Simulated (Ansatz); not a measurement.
The parent structure is GaN in the zinc blende structure (space group F-43m, No. 216; a = 4.4983 Å).

Structures relaxed with PBEsol (Ansatz, an electronic-structure program), no spin-orbit coupling, earlier PAW set.

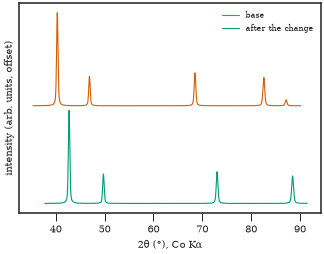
Fig. 1. Simulated powder patterns before (top) and after one change

Question: Which change produced these results?
A. pressure 9 GPa
B. pressure 45 GPa
C. pressure 18 GPa
D. pressure −2 GPa

Answer: B, pressure 45 GPa. Its volume per atom is 9.63 Å³ against 11.38 Å³, and its space group is F-43m (No. 216).

Load acts through the strain it causes; cell and atoms are relaxed under it. Stability against distortions was not tested. Tetrahedral semiconductors of this kind turn to denser phases somewhere between about 1 and 50 GPa; those were not computed, so compressed cells here can lie past the real transition. This is not the structure that GaN has at room temperature and ambient pressure.
